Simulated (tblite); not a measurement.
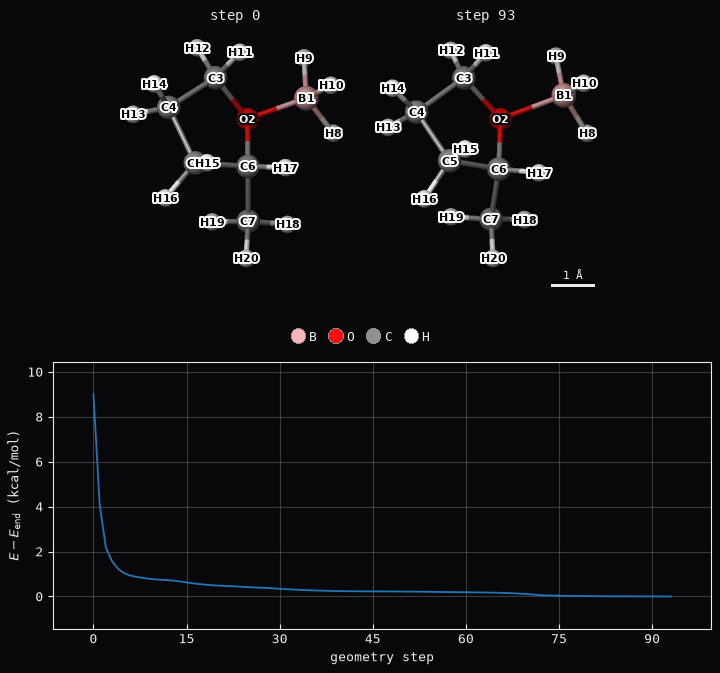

First and last geometry of a relaxation of C5H13BO, with the history of the run. A ball-and-stick model, seen at a tilt.

All numbers below come from GFN2-xTB geometry optimisation, gas phase in tblite 0.8.0. 

What do the curves and the structures tell?

Answer. It converged. The largest move after the best rigid fit is that of H16, 0.46 Å. Largest moves by element: H 0.46 Å, B 0.20 Å, C 0.18 Å, O 0.13 Å. Among the contacts that change: B1–O2 1.502 → 1.631 Å, C3–H12 1.122 → 1.091 Å, C6–H17 1.125 → 1.095 Å, C3–H11 1.121 → 1.097 Å. Bond angles that change, for instance: H8–B1–H9 107.2° → 113.7°, O2–B1–H8 110.8° → 104.5°, O2–B1–H10 112.4° → 106.4°. After 93 geometry steps the energy has fallen by 9.01 kcal/mol.
